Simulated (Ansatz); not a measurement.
## Electronic structure of C₃H₁₁NZr (SMILES [CH3][Zr]([CH3])([CH3])[NH2]) in real space

Input

```
crystal:
  periodic: [false, false, false]
  atoms:
    - {symbol: C, position_ang: [-0.364731, 1.016159, -1.806921]}
    - {symbol: Zr, position_ang: [-0.112211, 0.044154, 0.183430]}
    - {symbol: C, position_ang: [1.943104, 0.504289, 0.896032]}
    - {symbol: C, position_ang: [-0.413679, -2.135621, -0.142605]}
    - {symbol: N, position_ang: [-1.530518, 0.801851, 1.415936]}
    - {symbol: H, position_ang: [-0.259758, 2.105879, -1.753048]}
    - {symbol: H, position_ang: [0.397640, 0.643924, -2.504735]}
    - {symbol: H, position_ang: [-1.345890, 0.805098, -2.248180]}
    - {symbol: H, position_ang: [1.949550, 1.058617, 1.842406]}
    - {symbol: H, position_ang: [2.471366, 1.116945, 0.153395]}
    - {symbol: H, position_ang: [2.531385, -0.410095, 1.046296]}
    - {symbol: H, position_ang: [0.375064, -2.721896, 0.346640]}
    - {symbol: H, position_ang: [-0.371233, -2.361156, -1.216616]}
    - {symbol: H, position_ang: [-1.376609, -2.501691, 0.231741]}
    - {symbol: H, position_ang: [-1.404863, 1.552309, 2.083023]}
    - {symbol: H, position_ang: [-2.488617, 0.481234, 1.473205]}
basis:
  gaussian: {orbitals: def2-TZVPP}
hamiltonian: {xc: pbe0, dispersion: d4}
output: {orbitals: {seedname: orbitals}}
```

Run with:

```sh
ansatz run in.yaml --threads 4 --pin off --events-out ev --progress --plain --max-ram 11315MiB
```

Geometry: PBE0-D4/def2-TZVP; core potentials replace the inner electrons of Zr.

All numbers below come from RKS PBE0-D4/def2-TZVPP in Ansatz.

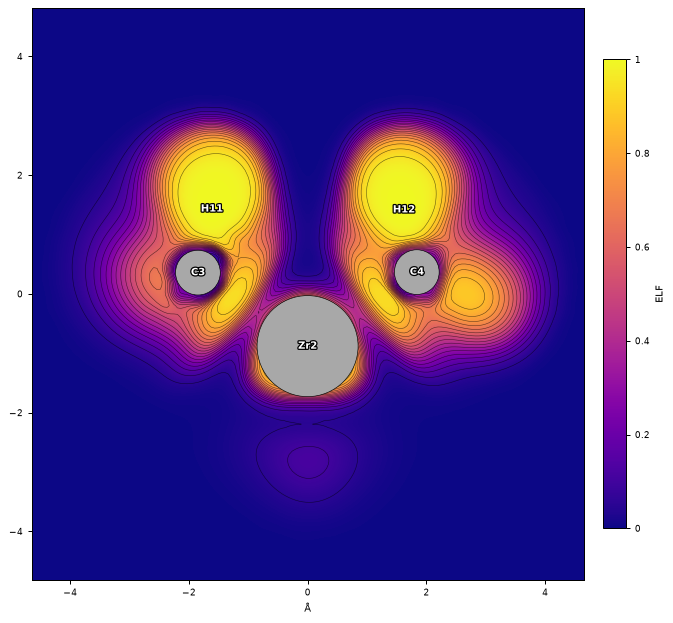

Figure 1. Electron localisation function on the plane of atoms Zr2, C3 and H11. Grey discs cover the atomic cores.

Interpret the plot.

Answer. The section cuts through Zr, C and H sites.
C–Zr (2.22 Å): the ELF peaks at about 0.95 in the valence shell of C, 0.7 Å from its nucleus, and is about 0.50 at the midpoint.
C–H (1.10 Å): the ELF climbs to about 1 towards the hydrogen, as it does in any bond to H (a covalent bond by its length).

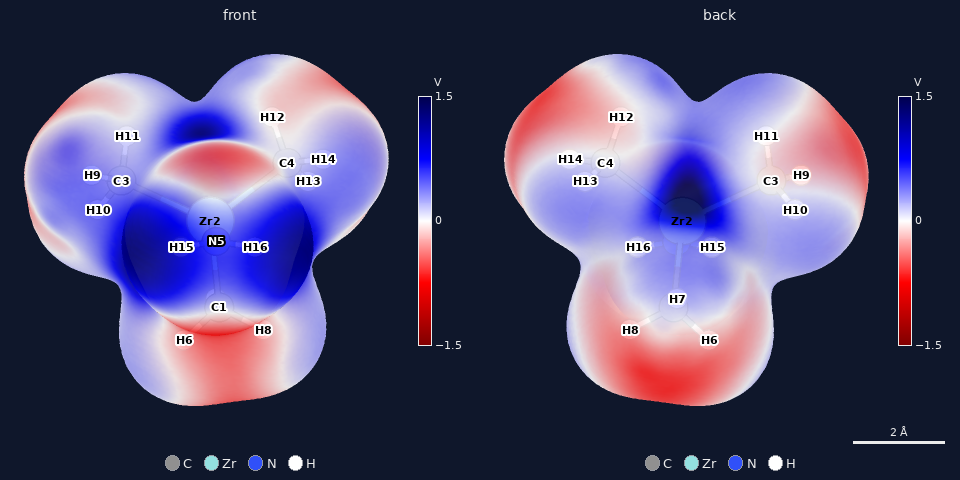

Figure 2. The molecular electrostatic potential painted on the density surface at 0.001 e/bohr³, seen from the front and from behind; red is negative and blue positive.

Where is the surface potential most negative and most positive?

Answer. The most negative region (about −0.7 V) lies over C1 and N5, the most positive (about +1.4 V) over Zr2.

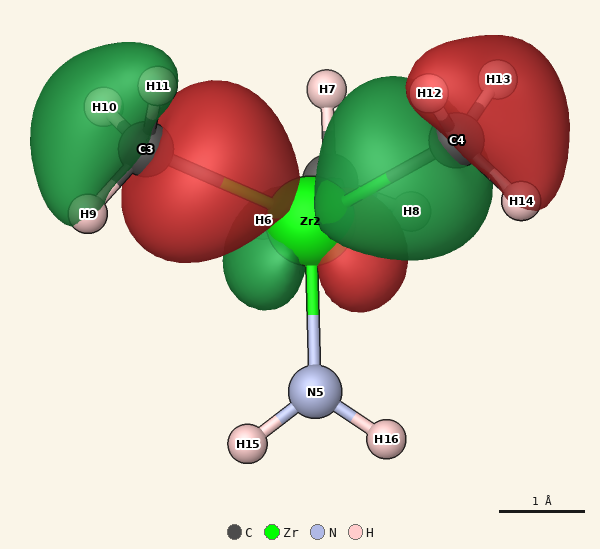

Figure 3. The HOMO−1 at ±0.1 Å⁻³ᐟ² (green and red are the two phases), seen from one side.

Describe this orbital and give its energy.

Answer. By Hirshfeld shares it lies mainly on Zr2 (about 30 %), C4 (about 25 %) and C3 (about 25 %). Its energy is −7.24 eV.
